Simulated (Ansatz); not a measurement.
# PBE/STO-3G run of C2HF (fluoroacetylene)

Aim: the electronic atomisation energy of C2HF (fluoroacetylene) at PBE/STO-3G, from 4 runs. 

Program for the calculation: Ansatz 0.2.0.

49 further runs of the same task are left out: 5 that didn't finish, 44 set aside as unsound or not needed.

### Step 1. The molecule

C2HF: 4 atoms, total charge 0, spin state singlet. As SMILES, `C#CF`. The shape is that of a PBE0-D4/def2-TZVP optimisation.

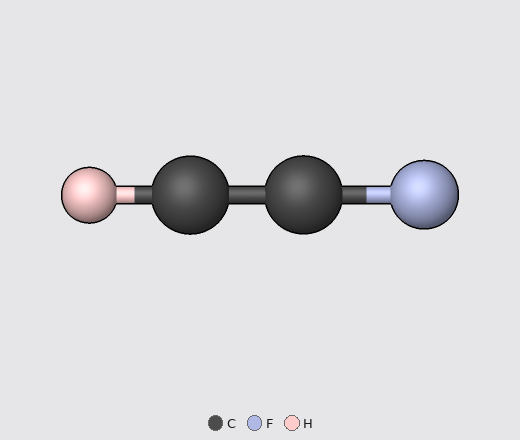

Viewed from a chosen angle; carbon dark grey, fluorine light blue, hydrogen pink.

### Step 2. A single-point energy at PBE/STO-3G

Input file job.yaml:

```yaml
crystal:
  periodic: [false, false, false]
  atoms:
    - {symbol: C, position_ang: [-0.361030, 0.453110, -0.290220]}
    - {symbol: C, position_ang: [0.303270, -0.380840, 0.243810]}
    - {symbol: F, position_ang: [1.010600, -1.269010, 0.812300]}
    - {symbol: H, position_ang: [-0.952830, 1.196740, -0.765890]}
basis:
  gaussian: {orbitals: STO-3G}
hamiltonian: {xc: pbe}
accuracy: high
```

Command:

```console
$ ansatz run job.yaml --threads 1 --pin off --max-ram 3480MiB --events-out events.jsonl --progress --plain --runs-dir runs
```

Log:

```text
Warning: RAYON_NUM_THREADS=1 ignored (pool sized by the plan → 1); use --threads N
Functional definition: PBE
  name "PBE"
  parameter kappa = 0.804
  parameter beta = 0.06672455060314922
  exchange = pbe_x(kappa = kappa, mu = beta*pi^2/3)
  correlation = pbe_c(beta = beta)
270 factors; integrals over basis functions are off by at most 3.6e-8 eV
mean field evaluation 1: about -4730.9272 eV, gradient 3.1e1 eV
mean field evaluation 2: about -4716.0599 eV, gradient 7.2e1 eV
mean field evaluation 4: about -4733.4511 eV, gradient 4.5e0 eV
mean field evaluation 8: about -4733.4221 eV, gradient 1.1e-1 eV
mean field evaluation 16: about -4733.4222 eV, gradient 2.9e-8 eV
mean field -4733.42216323 eV, -173.9500560700 hartree, gradient 3.1e-8 eV, S^2 0.000000; 0 other end points of the search recorded, 0 dependent functions left out
reference -4733.42216453 eV, -173.9500561179 hartree; 11, 11 occupied and 5, 5 virtual orbitals, 270 factors
Total energy: -4733.42216453 eV, -173.9500561179 hartree
```

Wall time 0.93 s (1 thread of Intel Xeon Platinum 8259CL at 2.50GHz (Skylake/Cascade Lake), shared host).

### Step 3. The C atom

Input file run.yaml:

```yaml
crystal:
  periodic: [false, false, false]
  atoms:
    - {symbol: C, position_ang: [0.000000, 0.000000, 0.000000]}
basis:
  gaussian: {orbitals: STO-3G}
hamiltonian: {xc: pbe}
accuracy: high
magnetization: {spin_polarized: true, initial_magnetization: 2}
```

Run the same way, it converges to -37.28683 Eh (log not shown).

### Step 4. The F atom, same level

Input file in.yaml:

```yaml
basis:
  gaussian: {orbitals: STO-3G}
crystal:
  periodic: [false, false, false]
  atoms:
    - {symbol: F, position_ang: [0.000000, 0.000000, 0.000000]}
magnetization: {spin_polarized: true, initial_magnetization: 1}
accuracy: high
hamiltonian: {xc: pbe}
```

Command:

```console
$ ansatz run in.yaml --threads 1 --pin off --max-ram 3480MiB --events-out events.jsonl --progress --plain --runs-dir runs
```

Log:

```text
Warning: RAYON_NUM_THREADS=1 ignored (pool sized by the plan → 1); use --threads N
[... 6 set-up lines as earlier in the session ...]
15 factors; integrals over basis functions are off by at most 1.2e-9 eV
mean field evaluation 1: about -2671.3014 eV, gradient 5.5e-12 eV
mean field evaluation 2: about -2671.3023 eV, gradient 3.7e-11 eV
mean field evaluation 4: about -2671.3022 eV, gradient 0.0e0 eV
mean field evaluation 8: about -2671.3022 eV, gradient 2.7e-2 eV
mean field evaluation 16: about -2671.3022 eV, gradient 2.7e-13 eV
mean field -2671.30230684 eV, -98.1685491026 hartree, gradient 0.0e0 eV, S^2 0.750000; 5 other end points of the search recorded, 0 dependent functions left out
reference -2671.30230714 eV, -98.1685491137 hartree; 5, 4 occupied and 0, 1 virtual orbitals, 15 factors
Total energy: -2671.30230714 eV, -98.1685491137 hartree
```

Run time: 0.62 s. Hardware: 1 thread of Intel Xeon Platinum 8259CL at 2.50GHz (Skylake/Cascade Lake), shared host.

### Step 5. The H atom at the same level

Input file in.yaml:

```yaml
crystal:
  periodic: [false, false, false]
  atoms:
    - {symbol: H, position_ang: [0.000000, 0.000000, 0.000000]}
basis:
  gaussian: {orbitals: STO-3G}
total_charge: 0
magnetization: {spin_polarized: true, initial_magnetization: 1}
hamiltonian: {xc: pbe}
accuracy: high
```

Run the same way, it converges to -0.46438 Eh (log not shown).

### Step 6. Results

Level: PBE/STO-3G.

| quantity | value |
| --- | --- |
| molecule: total energy | -173.95006 Eh |
| C atom: total energy | -37.28683 Eh |
| C atom: ⟨S²⟩ | 2.000 |
| F atom: total energy | -98.16855 Eh |
| F atom: ⟨S²⟩ | 0.750 |
| H atom: total energy | -0.46438 Eh |
| H atom: ⟨S²⟩ | 0.750 |
| electronic atomisation energy | 20.231 eV |

What this shows: Taking the molecule apart into free atoms costs 20.23 eV (467 kcal/mol), before zero-point energy and without spin-orbit coupling. In a minimal basis such a difference can be off by several eV, whatever the method.
